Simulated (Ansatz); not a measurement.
Consider CuI in the zinc blende structure (space group F-43m, No. 216; a = 6.079 Å).

Now apply this change: the cell is scaled by 1.0050 in all directions, atoms relaxed at fixed cell.

Computed with DFT with PBE, PAW potentials and a 420 eV plane-wave cutoff in Ansatz (an electronic-structure program), scalar-relativistic without spin-orbit coupling.

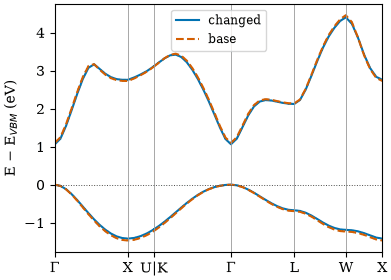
Figure. Highest valence and lowest conduction band along the path, each from its own valence-band maximum

### Question
From the figure, how large is the changed gap, and is it direct?

### Answer
About 1.1 eV, direct at Γ.

Spin-orbit coupling, missing from the scalar runs, can matter with I. The cells carry an imposed strain or load. Stability against distortions was not tested. The final runs are not spin-polarised.
